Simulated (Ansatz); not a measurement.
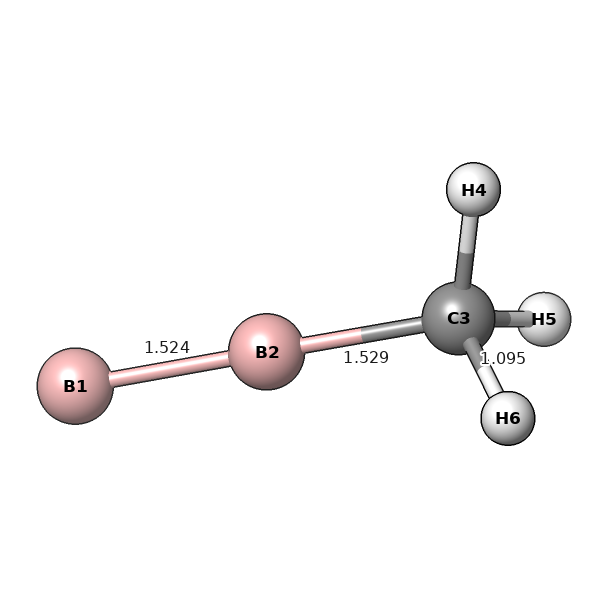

The numbers beside the sticks are distances in Å. Sticks don't show bond order. The species is neutral and a spin doublet. Computed geometry: PBE0-D4/def2-TZVP optimisation. No frequency run is at hand to confirm it as a minimum.

Which of the marked bonds are single, double, triple or aromatic?

Answer. B1–B2 double; B2–C3 single; C3–H6 single. This is one Lewis structure.

Give the structure as SMILES.

Answer. [B]=BC
